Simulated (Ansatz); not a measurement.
**How methods differ on C2F3 (trifluorovinyl radical)**

The species is C2F3 (5 atoms), meant as a doublet with charge 0. As SMILES, `F[C]=C(F)F`. Geometry: optimised at B3LYP/def2-SVP.

```
atom    x (Å)    y (Å)    z (Å)
   F   0.5828  -1.0384   1.5220
   C   0.5099   0.0372   0.7914
   C  -0.1287   0.2495  -0.3476
   F  -0.8541  -0.6531  -0.9879
   F  -0.1099   1.4049  -0.9778
```

Quantity: the dissociation energy of the C3–C2 bond into singlet CF2 and doublet CF (shapes relaxed at B3LYP/def2-SVP, no zero-point term), in eV. The values are calculated.

```csv
level,kind,program,value (eV),CPU time (all runs)
USVWN5/def2-SVP,LDA,Ansatz,4.40,0.85 s
UBLYP/def2-SVP,GGA,Ansatz,3.19,2 s
UPBE/def2-SVP,GGA,Ansatz,3.61,1.8 s
U-r2SCAN/def2-SVP,meta-GGA,Ansatz,3.60,3.6 s
UB3LYP/def2-SVP,global hybrid,Ansatz,3.27,1.9 s
UPBE0-D4/def2-SVP,global hybrid,Ansatz,3.62,2 s
U-wB97M-V/def2-SVP,range-separated hybrid,Ansatz,3.17,7.5 s
UCAM-B3LYP/def2-SVP,range-separated hybrid,Ansatz,3.31,2.4 s
```

The values span 3.17 to 4.40 eV. A fragment with an even electron count was run as a singlet and may have a lower triplet. Measured bond enthalpies also hold zero-point and thermal terms, a few tenths of an eV less. Times are those of the runs behind each value, whatever else they computed, on shared processors of several kinds: orders of magnitude only.

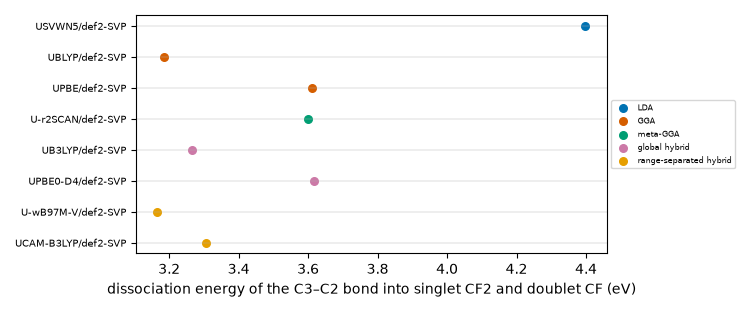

The values of the table, level by level.
